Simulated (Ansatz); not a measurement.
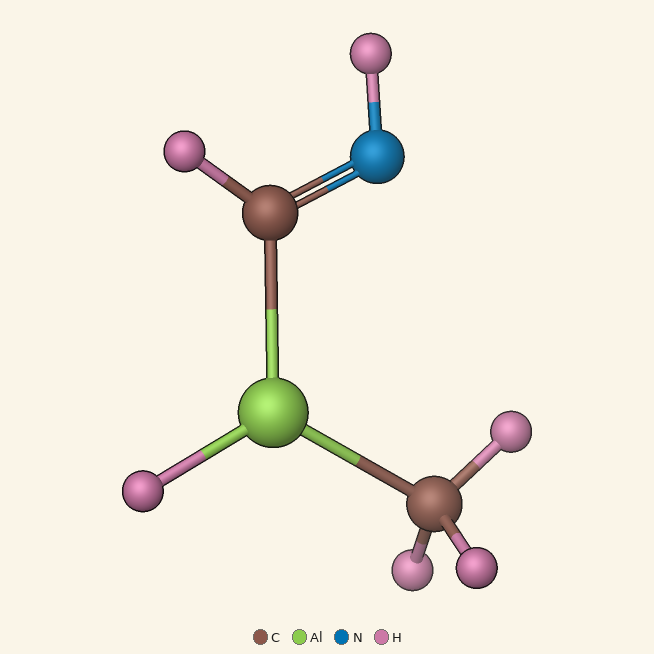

Computed geometry: PBE0-D4/def2-TZVP optimisation. Program: Ansatz 0.2.0.

Compare dipole (D) at these levels: B3LYP-D4/def2-TZVPP; PBE-D4/def2-TZVPP; PBE0-D4/def2-TZVP; r2SCAN-D4/def2-TZVPP; ωB97M-V/def2-TZVPP.

```
               level  dipole (D)
 B3LYP-D4/def2-TZVPP        1.10
   PBE-D4/def2-TZVPP        0.99
   PBE0-D4/def2-TZVP        1.11
r2SCAN-D4/def2-TZVPP        1.02
  ωB97M-V/def2-TZVPP        1.11
```
